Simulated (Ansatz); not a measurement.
# quartet C2H5Si: levels of theory compared

Aim: a comparison of 6 runs (UHF/STO-3G, UHF/aug-cc-pVDZ, UB3LYP/6-31G*, UBLYP/aug-cc-pVDZ, USVWN5/aug-cc-pVDZ, UMP2/aug-cc-pVDZ) of quartet C2H5Si. 

The results are computed with Ansatz 0.2.0.

25 further runs of the same task are left out: 25 set aside as unsound or not needed.

## 1. Starting point

C2H5Si has 8 atoms, charge 0, and is taken as a quartet. As SMILES of the parent species, `C=C[SiH2]`. Geometry: relaxed at PBE0-D4/def2-TZVP. That shape belongs to the parent species and isn't relaxed for this state.

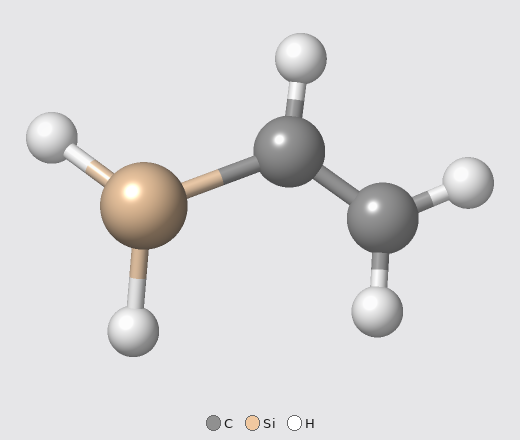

Viewed from a chosen angle; carbon grey, silicon light orange, hydrogen white.

## 2. The energy at UHF/STO-3G (run 1)

The input, in.yaml:

```yaml
crystal:
  periodic: [false, false, false]
  atoms:
    - symbol: C
      position_ang: [-0.408600, 0.930200, -0.877900]
    - symbol: C
      position_ang: [-0.357700, 0.348900, 0.326600]
    - symbol: Si
      position_ang: [0.886400, -0.913500, 0.807600]
    - symbol: H
      position_ang: [0.266200, 0.644900, -1.679900]
    - symbol: H
      position_ang: [-1.129000, 1.708400, -1.111700]
    - symbol: H
      position_ang: [-1.056700, 0.689200, 1.089200]
    - symbol: H
      position_ang: [1.531500, -1.544100, -0.375100]
    - symbol: H
      position_ang: [0.360000, -1.921200, 1.765400]
basis:
  gaussian: {orbitals: STO-3G}
accuracy: high
output: {orbitals: {seedname: orbitals}}
hamiltonian: {xc: hf}
magnetization: {spin_polarized: true, initial_magnetization: 3}
```

On the command line:

```
$ ansatz run in.yaml --threads 1 --pin off --max-ram 3480MiB --events-out events.jsonl --progress --plain --runs-dir runs
```

Log:

```text
Warning: RAYON_NUM_THREADS=1 ignored (pool sized by the plan → 1); use --threads N
Functional definition: HF
  name "HF"
  exchange = exact_x
  correlation = 0
451 factors; integrals over basis functions are off by at most 2.0e-8 eV
mean field evaluation 1: about -9878.7423 eV, gradient 8.9e0 eV
mean field evaluation 2: about -9878.8421 eV, gradient 8.8e0 eV
mean field evaluation 4: about -9879.8900 eV, gradient 9.8e-1 eV
mean field evaluation 8: about -9879.9191 eV, gradient 1.0e-2 eV
mean field -9879.91910513 eV, -363.0803302640 hartree, gradient 8.4e-8 eV, S^2 3.770814; 0 other end points of the search recorded, 0 dependent functions left out
reference -9879.91910513 eV, -363.0803302640 hartree; 17, 14 occupied and 7, 10 virtual orbitals, 451 factors
Total energy: -9879.91910513 eV, -363.0803302640 hartree
```

Run time: 0.18 s. Hardware: 1 thread of Arm Neoverse V2, shared host.

## 3. The energy at UHF/aug-cc-pVDZ (run 2)

The input, molecule.yaml:

```yaml
crystal:
  periodic: [false, false, false]
  atoms:
    - {symbol: C, position_ang: [-0.408600, 0.930200, -0.877900]}
    - {symbol: C, position_ang: [-0.357700, 0.348900, 0.326600]}
    - {symbol: Si, position_ang: [0.886400, -0.913500, 0.807600]}
    - {symbol: H, position_ang: [0.266200, 0.644900, -1.679900]}
    - {symbol: H, position_ang: [-1.129000, 1.708400, -1.111700]}
    - {symbol: H, position_ang: [-1.056700, 0.689200, 1.089200]}
    - {symbol: H, position_ang: [1.531500, -1.544100, -0.375100]}
    - {symbol: H, position_ang: [0.360000, -1.921200, 1.765400]}
basis:
  gaussian:
    orbitals: aug-cc-pVDZ
magnetization:
  spin_polarized: true
  initial_magnetization: 3
hamiltonian:
  xc: hf
accuracy: high
output: {orbitals: {seedname: orbitals}}
```

On the command line:

```
$ ansatz run molecule.yaml --threads 1 --pin off --max-ram 3480MiB --events-out events.jsonl --progress --plain --runs-dir runs
```

Log:

```text
Warning: RAYON_NUM_THREADS=1 ignored (pool sized by the plan → 1); use --threads N
[... 4 set-up lines as earlier in the session ...]
2333 factors; integrals over basis functions are off by at most 3.9e-9 eV
mean field evaluation 1: about -9990.6526 eV, gradient 2.3e1 eV
mean field evaluation 2: about -9990.6920 eV, gradient 2.3e1 eV
mean field evaluation 4: about -9995.0309 eV, gradient 4.3e0 eV
mean field evaluation 8: about -9997.1482 eV, gradient 1.2e0 eV
mean field evaluation 16: about -9997.2017 eV, gradient 2.7e-8 eV
mean field evaluation 32: about -9994.8881 eV, gradient 7.8e0 eV
mean field evaluation 64: about -9995.3448 eV, gradient 4.8e0 eV
mean field evaluation 96: about -9997.0427 eV, gradient 3.3e0 eV
mean field -9997.20166584 eV, -367.3903848730 hartree, gradient 3.1e-8 eV, S^2 3.771823; 1 other end points of the search recorded, 0 dependent functions left out
reference -9997.20166584 eV, -367.3903848730 hartree; 17, 14 occupied and 101, 104 virtual orbitals, 2333 factors
Total energy: -9997.20166584 eV, -367.3903848730 hartree
```

Run time: 9.3 s. Hardware: 1 thread of Arm Neoverse V2, shared host; peak memory 0.46 GiB.

Runs 3 to 5 aren't shown in full; the table further down has their settings and results.

## 4. The energy at UMP2/aug-cc-pVDZ (run 6)

The input, in.yaml:

```yaml
crystal:
  periodic: [false, false, false]
  atoms:
    - {symbol: C, position_ang: [-0.408600, 0.930200, -0.877900]}
    - {symbol: C, position_ang: [-0.357700, 0.348900, 0.326600]}
    - {symbol: Si, position_ang: [0.886400, -0.913500, 0.807600]}
    - {symbol: H, position_ang: [0.266200, 0.644900, -1.679900]}
    - {symbol: H, position_ang: [-1.129000, 1.708400, -1.111700]}
    - {symbol: H, position_ang: [-1.056700, 0.689200, 1.089200]}
    - {symbol: H, position_ang: [1.531500, -1.544100, -0.375100]}
    - {symbol: H, position_ang: [0.360000, -1.921200, 1.765400]}
basis:
  gaussian: {orbitals: aug-cc-pVDZ}
magnetization: {spin_polarized: true, initial_magnetization: 3}
correlation: {method: mp2, frozen_orbitals: {C: 1, H: 0, Si: 5}}
accuracy: high
```

On the command line:

```
$ ansatz run in.yaml --threads 1 --pin off --max-ram 3480MiB --events-out events.jsonl --progress --plain --runs-dir runs
```

Log:

```text
Warning: RAYON_NUM_THREADS=1 ignored (pool sized by the plan → 1); use --threads N
[... 4 set-up lines as earlier in the session ...]
2333 factors; integrals over basis functions are off by at most 3.9e-9 eV
mean field evaluation 1: about -9990.6526 eV, gradient 2.3e1 eV
mean field evaluation 2: about -9990.6920 eV, gradient 2.3e1 eV
mean field evaluation 4: about -9995.0309 eV, gradient 4.3e0 eV
mean field evaluation 8: about -9997.1482 eV, gradient 1.2e0 eV
mean field evaluation 16: about -9997.2017 eV, gradient 2.7e-8 eV
mean field evaluation 32: about -9993.5665 eV, gradient 4.1e0 eV
mean field -9997.20166584 eV, -367.3903848730 hartree, gradient 3.1e-8 eV, S^2 3.771823; 2 other end points of the search recorded, 0 dependent functions left out
7 core orbitals not correlated: weight in the atoms' cores, before any rotation towards them, 1.000 or more for the frozen orbitals, at most 0.000 for the correlated occupied ones
reference -9997.20166584 eV, -367.3903848730 hartree; 10, 7 occupied and 101, 104 virtual orbitals, 2333 factors
second order -8.64030236 eV of doubles, -0.00000000 eV of singles
Total energy: -10005.84196820 eV, -367.7079101282 hartree
```

Run time: 8.7 s. Hardware: 1 thread of Arm Neoverse V2, shared host; peak memory 0.47 GiB.

## 5. Overview of the runs

```csv
run,level,frozen core orbitals,energy (Eh),HOMO energy (eV),⟨S²⟩,wall time
1,UHF/STO-3G,–,-363.080330,-4.09,3.771,0.18 s
2,UHF/aug-cc-pVDZ,–,-367.390385,-6.36,3.772,9.3 s
3,UB3LYP/6-31G* (spherical functions),–,-368.456559,-2.92,3.757,7.8 s
4,UBLYP/aug-cc-pVDZ,–,-368.408309,-2.35,3.756,18 s
5,USVWN5/aug-cc-pVDZ,–,-366.522409,-2.52,3.754,10 s
6,UMP2/aug-cc-pVDZ,7,-367.707910,–,3.772,8.7 s
```

## 6. Results

```
                                          quantity          value
                               run 6: total energy  -367.70791 Eh
run 6: correlation energy (7 core orbitals frozen)     -317.5 mEh
          run 6: ⟨S²⟩ of the reference determinant          3.772
```

**Reading.** Totals of different functionals can't be ranked against each other. In run 1 the basis is minimal, so the values are rough. All runs together took 55 s, the longest 18 s.
